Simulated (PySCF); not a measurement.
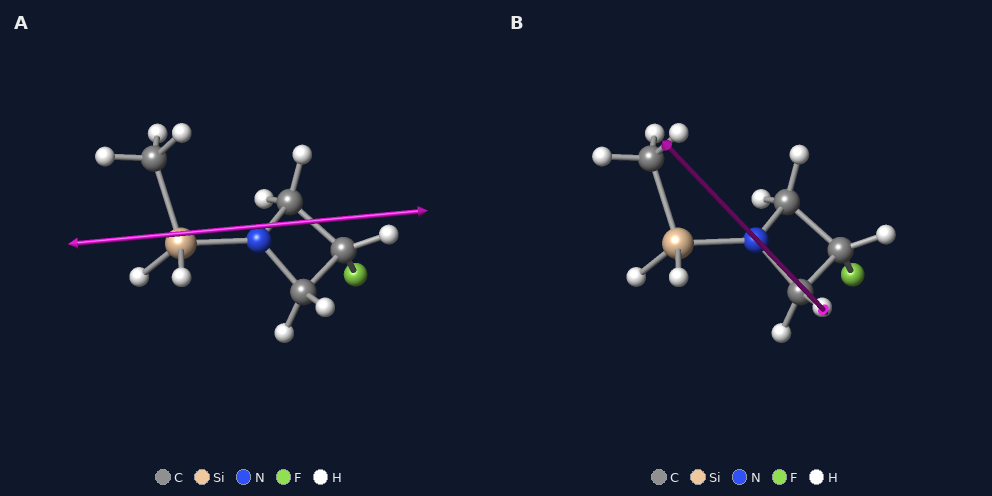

The double arrows show the directions of two transition dipoles from the ground state (lengths mean nothing). The computed structure is the end point of a GFN2-xTB optimisation. No frequency run is at hand to confirm it as a minimum. Properties computed with TDDFT CAM-B3LYP/def2-SVPD, vertical, gas phase, core orbitals frozen in the response (PySCF 2.14.0).

Question: One belongs to singlet state 4 and one to singlet state 5. Which is which?

Answer: A: state 4, 7.20 eV (172 nm), oscillator strength 0.031, mainly HOMO → LUMO+3 (weight 0.78).
B: state 5, 7.45 eV (166 nm), oscillator strength 0.060, mainly HOMO → LUMO+4 (weight 0.59).

The geometry is semi-empirical. Around Si such bond lengths and angles can be off by a tenth of an ångström or more and by several degrees, and values that hang on the shape move with them.
